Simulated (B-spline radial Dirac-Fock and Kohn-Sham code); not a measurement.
Se³⁺ ([Ar] 3d10 4s2 4p1). Computed with a radial B-spline solver: independent-particle rates on relativistic LDA orbitals of the hole state (multipoles to L = 3), energies from Dirac–Fock ΔSCF.

Predict the main features of the following plot. X-ray emission lines that fill a K (1s) hole, broadened by a Gaussian of 170 eV full width, as by a silicon detector, on a logarithmic intensity axis. Multiplet splitting by the open shell is left out.

The strongest line is K-L3 (Kα1) at 11.222 keV with 57.9 % of the photons, then K-L2 (Kα2) at 11.181 keV (30 %), K-M3 (Kβ1) at 12.494 keV (7.9 %), K-M2 (Kβ3) at 12.488 keV (4.0 %), K-N3 at 12.664 keV (0.16 %). The hole has a width of 2.23 eV and a fluorescence yield of 0.598.

The computed plot:

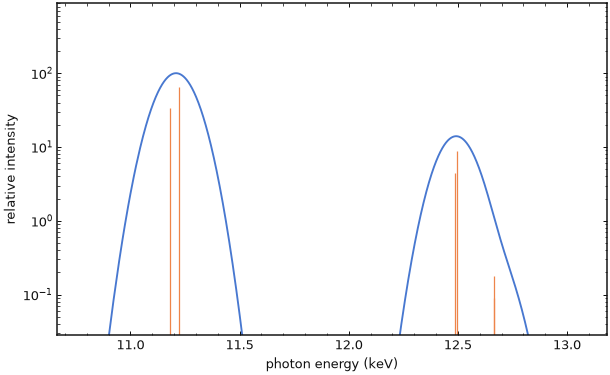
